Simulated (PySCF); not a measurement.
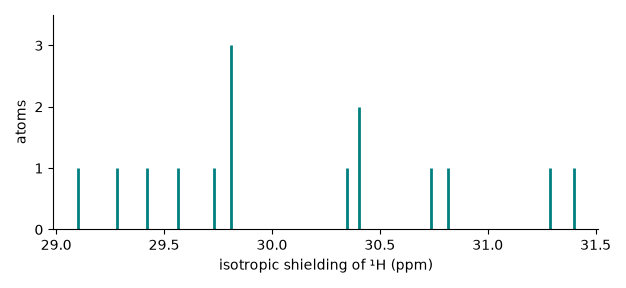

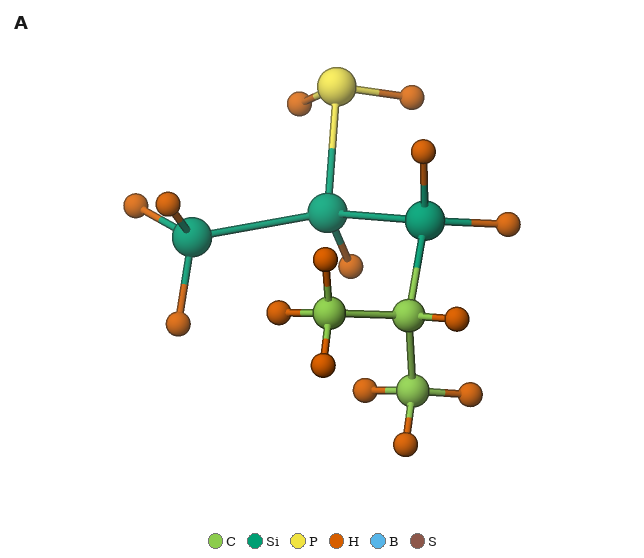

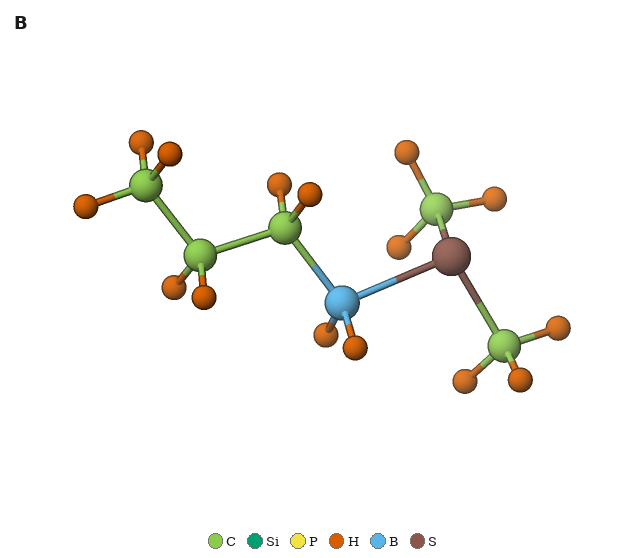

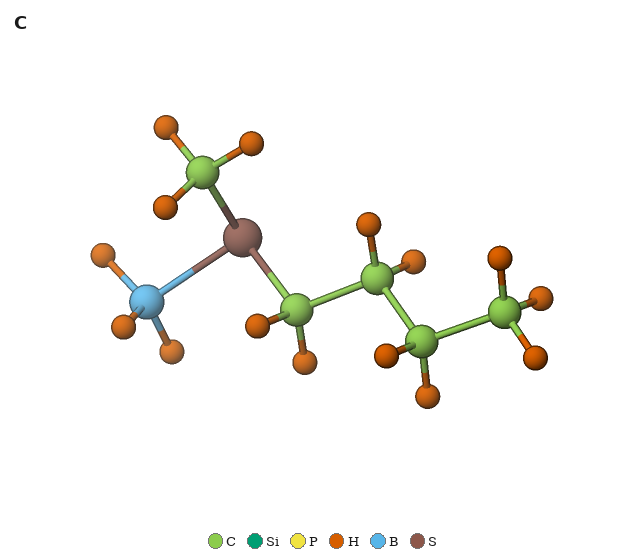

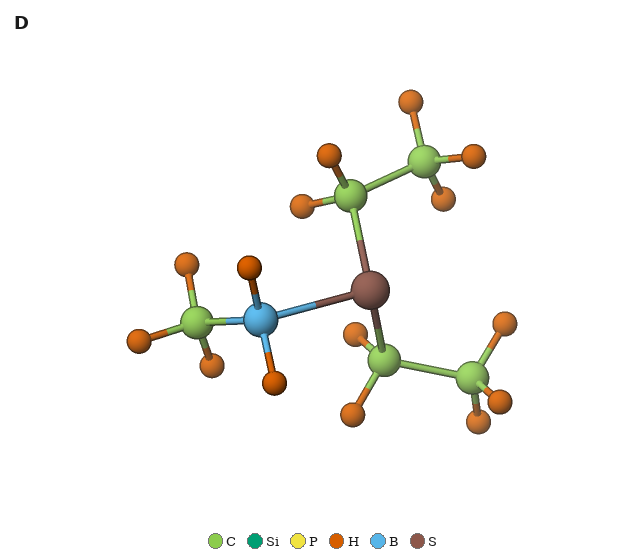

The sticks are computed shieldings of one of the molecules, for one fixed geometry (GFN2-xTB) without averaging over rotations. Low shielding means a high chemical shift. Method: GIAO PBE0/pcSseg-1 NMR shielding, non-relativistic, gas phase (PySCF 2.14.0).

Question: Match the spectrum to a structure.

Answer: B, `CCC[BH2-][S+](C)C`. Its 15 H atoms give lines at 29.10, 29.28, 29.42, 29.57, 29.73, 29.81 (3 atoms), 30.35, 30.41 (2 atoms), 30.74, 30.82, 31.29, 31.40 ppm.

The geometry is semi-empirical. Around B, P, Si such bond lengths and angles can be off by a tenth of an ångström or more and by several degrees, and values that hang on the shape move with them.
